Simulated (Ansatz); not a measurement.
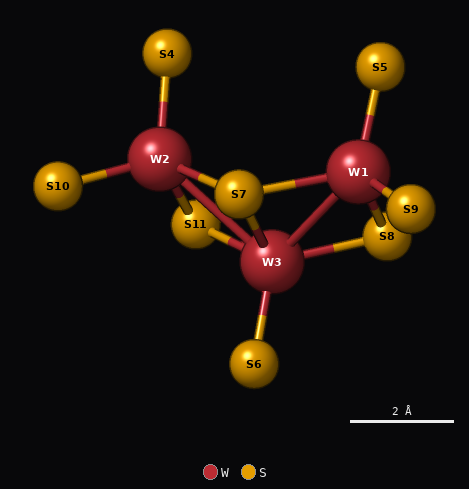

Figure 1. The structure of run 1 (ball-and-stick view, seen at a tilt; atoms are numbered from 1 in the order of the input). Sticks mark near contacts.

# What a change does: geometry relaxation on W₃S₈

System: W₃S₈, multiplicity 3.
Method of run 1: UKS PBE0-D4/def2-SVP (Ansatz 0.2.0).

The geometry: PBE0-D4/def2-SVP start. Text and figures count atoms from 1; the logs count them from 0 in places.

**The input, run 1**
```yaml
crystal:
  periodic: [false, false, false]
  atoms:
    - {symbol: W, position_ang: [-0.329189, -2.134604, 0.238939]}
    - {symbol: W, position_ang: [1.134186, 1.593003, -0.946625]}
    - {symbol: W, position_ang: [-1.100313, 0.689777, 0.811723]}
    - {symbol: S, position_ang: [1.447581, 1.002787, -2.964197]}
    - {symbol: S, position_ang: [-0.114674, -3.002213, -1.689380]}
    - {symbol: S, position_ang: [-1.188232, 1.357562, 2.809975]}
    - {symbol: S, position_ang: [1.075472, -0.244652, 0.560130]}
    - {symbol: S, position_ang: [-2.429082, -1.159415, 0.438174]}
    - {symbol: S, position_ang: [-0.040502, -3.575904, 1.772510]}
    - {symbol: S, position_ang: [2.562612, 3.040719, -0.333327]}
    - {symbol: S, position_ang: [-1.017847, 2.432939, -0.697923]}
basis:
  gaussian: {orbitals: def2-SVP}
magnetization: {spin_polarized: true, initial_magnetization: 2}
hamiltonian: {xc: pbe0, dispersion: d4}
scf: {lower_state_search: "off"}
output: {orbitals: {seedname: orbitals}}
relax: {f_tol: 0.03, max_steps: 70}
```

Command:
```bash
ansatz run in.yaml --threads 4 --pin off --events-out ev --progress --plain --max-ram 6963MiB
```

Hardware: 4 threads of Intel Xeon, 31 GiB of memory available, shared host.

**Output, shortened to warnings, some set-up lines, iterations and results (run 1)**
```
[...]
mean field evaluation 1: about -92111.2489 eV, gradient 2.5e1 eV
mean field evaluation 2: about -92055.3708 eV, gradient 1.2e2 eV
mean field evaluation 4: about -92114.1039 eV, gradient 9.3e0 eV
mean field evaluation 8: about -92114.7305 eV, gradient 5.3e-1 eV
mean field evaluation 16: about -92114.7362 eV, gradient 2.4e-2 eV
mean field evaluation 32: about -92114.7362 eV, gradient 1.3e-4 eV
relax step   1: F+E_penalty+E_count = -92115.82650471 eV  Δ(F+E_penalty+E_count) = +0.000e0 eV  max|allowed force component| = 8.311e-1 eV/Å  Δτ_max = 0.0000 Å  (33 SCF …
relax step   2: F+E_penalty+E_count = -92115.98555768 eV  Δ(F+E_penalty+E_count) = -1.591e-1 eV  max|allowed force component| = 4.654e-1 eV/Å  Δτ_max = 0.1957 Å  (41 SCF …
relax step   3: F+E_penalty+E_count = -92116.06670050 eV  Δ(F+E_penalty+E_count) = -8.114e-2 eV  max|allowed force component| = 2.485e-1 eV/Å  Δτ_max = 0.1998 Å  (40 SCF …
mean field evaluation 64: about -92114.7651 eV, gradient 8.2e-1 eV
relax step   4: F+E_penalty+E_count = -92116.08593239 eV  Δ(F+E_penalty+E_count) = -1.923e-2 eV  max|allowed force component| = 3.133e-1 eV/Å  Δτ_max = 0.1017 Å  (40 SCF …
relax step   5: F+E_penalty+E_count = -92116.09097983 eV  Δ(F+E_penalty+E_count) = -5.047e-3 eV  max|allowed force component| = 1.768e-1 eV/Å  Δτ_max = 0.0367 Å  (36 SCF …
relax step   6: F+E_penalty+E_count = -92116.09347062 eV  Δ(F+E_penalty+E_count) = -2.491e-3 eV  max|allowed force component| = 1.495e-2 eV/Å  Δτ_max = 0.0332 Å  (35 SCF …
Total energy: -92116.09353345 eV, -3385.2039988234 hartree
Atom 0 at    -0.244940    -2.076879     0.136052 Å, force     0.007263    -0.000136     0.006068 eV/Å
Atom 1 at     1.141527     1.455475    -0.985470 Å, force     0.007344    -0.001246     0.005293 eV/Å
Atom 2 at    -1.044473     0.745099     1.054698 Å, force    -0.000734    -0.002902    -0.009711 eV/Å
Atom 3 at     1.357520     0.786876    -2.989259 Å, force    -0.007210    -0.002993     0.003007 eV/Å
Atom 4 at    -0.059973    -2.832463    -1.839771 Å, force    -0.002985     0.007693    -0.000618 eV/Å
Atom 5 at    -1.635479     1.566560     2.914864 Å, force    -0.006619     0.007277     0.014952 eV/Å
Atom 6 at     1.169717    -0.214201     0.771043 Å, force    -0.000889     0.000709    -0.000528 eV/Å
Atom 7 at    -2.331888    -1.054996     0.474556 Å, force     0.002183    -0.009228    -0.002585 eV/Å
Atom 8 at     0.043303    -3.615523     1.568097 Å, force    -0.000883     0.003608    -0.006347 eV/Å
Atom 9 at     2.608416     2.912119    -0.508076 Å, force    -0.004863    -0.005236    -0.003132 eV/Å
Atom 10 at    -1.003719     2.327932    -0.596736 Å, force     0.007393     0.002454    -0.006399 eV/Å
Dipole moment:    -0.067995     0.075084     0.152260 e Å
Checks for a lower state left out: stability, starts, cluster_reference, orbital_swaps, neighbouring_geometries, increment
```

Run 2 used a changed input.

**The two runs side by side**

| quantity | run 1 | run 2 |
| --- | --- | --- |
| outcome | converged | converged |
| total energy (hartree) | −3385.203999 | −3385.156356 |
| HOMO (eV) | −7.33 | −6.55 |
| LUMO (eV) | −5.70 | −5.61 |
| dipole moment (D) | 0.88 | 0.63 |
| ⟨S²⟩ | 2.043 | 6.049 |
| largest force (eV/Å) | 0.018 | 0.031 |
| basis functions | 240 | 240 |
| wall time (shared host) | 2.6 min | 5.5 min |

What was changed in the input?

The change (lines with − go, lines with + come):
```diff
-magnetization: {spin_polarized: true, initial_magnetization: 2}
+magnetization: {spin_polarized: true, initial_magnetization: 4}
```

With the same method and basis, run 2 lies 29.9 kcal/mol higher. The HOMO goes from −7.33 to −6.55 eV. The LUMO goes from −5.70 to −5.61 eV. The dipole moment goes from 0.88 to 0.63 D. On the same kind of shared host run 2 took about 2.1 times as long.

**Output, shortened to warnings, some set-up lines, iterations and results (run 2)**
```
[...]
mean field evaluation 1: about -92110.4187 eV, gradient 1.8e1 eV
mean field evaluation 2: about -92091.1399 eV, gradient 6.6e1 eV
mean field evaluation 4: about -92112.3046 eV, gradient 5.0e0 eV
mean field evaluation 8: about -92112.4633 eV, gradient 1.0e0 eV
mean field evaluation 16: about -92112.6850 eV, gradient 3.9e-2 eV
[... 12 lines ...]
mean field evaluation 128: about -92113.6541 eV, gradient 2.7e-6 eV
relax step  10: F+E_penalty+E_count = -92114.77871410 eV  Δ(F+E_penalty+E_count) = -2.801e-2 eV  max|allowed force component| = 2.145e-1 eV/Å  Δτ_max = 0.1284 Å  (40 SCF …
relax step  11: F+E_penalty+E_count = -92114.78756051 eV  Δ(F+E_penalty+E_count) = -8.846e-3 eV  max|allowed force component| = 2.055e-1 eV/Å  Δτ_max = 0.0671 Å  (37 SCF …
relax step  12: F+E_penalty+E_count = -92114.79497693 eV  Δ(F+E_penalty+E_count) = -7.416e-3 eV  max|allowed force component| = 1.037e-1 eV/Å  Δτ_max = 0.0386 Å  (35 SCF …
relax step  13: F+E_penalty+E_count = -92114.79704239 eV  Δ(F+E_penalty+E_count) = -2.065e-3 eV  max|allowed force component| = 2.762e-2 eV/Å  Δτ_max = 0.0218 Å  (35 SCF …
Total energy: -92114.79710445 eV, -3385.1563559365 hartree
Atom 0 at    -0.289978    -1.956556     0.180296 Å, force    -0.009580     0.002064    -0.004776 eV/Å
Atom 1 at     1.084456     1.416344    -0.881664 Å, force    -0.027619    -0.004135     0.013691 eV/Å
Atom 2 at    -1.081986     0.799835     1.134030 Å, force     0.004748    -0.008361    -0.022457 eV/Å
Atom 3 at     1.255067     0.072396    -2.633748 Å, force     0.017938    -0.005360    -0.012583 eV/Å
Atom 4 at     0.380937    -2.194117    -1.918628 Å, force    -0.003279     0.004248    -0.008582 eV/Å
Atom 5 at    -1.674308     1.602650     3.005864 Å, force     0.001443     0.011042     0.005153 eV/Å
Atom 6 at     1.121144    -0.160703     0.935922 Å, force     0.018639    -0.000304     0.010157 eV/Å
Atom 7 at    -2.379728    -1.006848     0.505611 Å, force    -0.009566     0.006767     0.015916 eV/Å
Atom 8 at    -0.085247    -3.825158     1.167050 Å, force     0.000185    -0.013437     0.003135 eV/Å
Atom 9 at     2.652447     2.844963    -0.970788 Å, force     0.017918     0.018527     0.001857 eV/Å
Atom 10 at    -0.982792     2.407191    -0.523946 Å, force    -0.010827    -0.011051    -0.001511 eV/Å
Dipole moment:    -0.045648     0.052349     0.111293 e Å
Checks for a lower state left out: stability, starts, cluster_reference, orbital_swaps, neighbouring_geometries, increment
```
